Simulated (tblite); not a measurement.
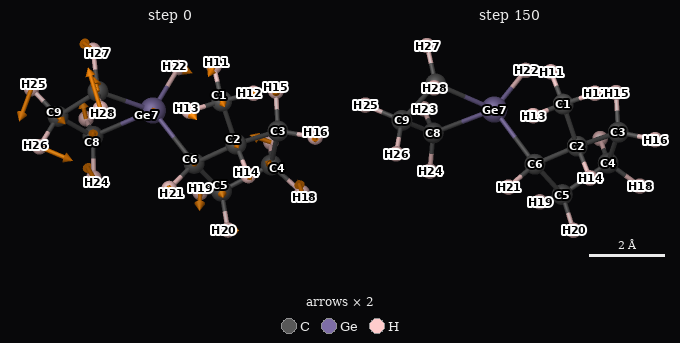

The structure of C9H18Ge before (left) and after (right) a relaxation, at one scale. The orange arrows give the displacements, magnified 2 times.

A ball-and-stick model, seen from a free direction.

Theory: GFN2-xTB geometry optimisation, gas phase in tblite. 

> What changed between the two?

The energy falls by 54.7 kJ/mol in 150 geometry steps. The largest move after the best rigid fit is that of an H atom, 0.58 Å. By element the largest moves are H 0.58 Å, C 0.22 Å, Ge 0.05 Å. Among the contacts that change: C–Ge 1.926 → 2.004 Å, C–Ge 1.973 → 2.016 Å, C–H 1.122 → 1.090 Å, C–C 1.516 → 1.539 Å. Bond angles that change, for instance: Ge–C–H 110.7° → 121.0°, Ge–C–H 111.7° → 120.8°, C–Ge–H 119.1° → 113.6°. Groups turn about C–C by about 25°, C–C by about 25°.
